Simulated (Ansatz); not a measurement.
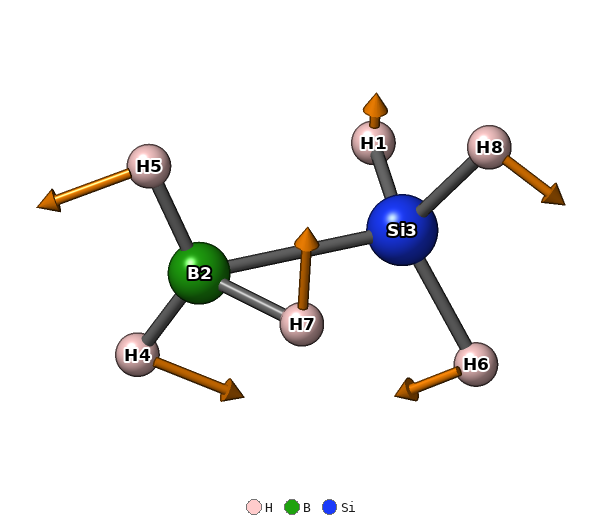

The arrows show one normal mode. The species is neutral and a spin doublet. Harmonic vibrations computed with UKS PBE0-D4/def2-TZVP (Ansatz 0.2.0) at a stationary point of the same level.

Describe the motion.

Mostly H–B–Si bending.

Estimate its harmonic wavenumber.

195 cm⁻¹; it is mode 1 of 18 counted from the lowest.
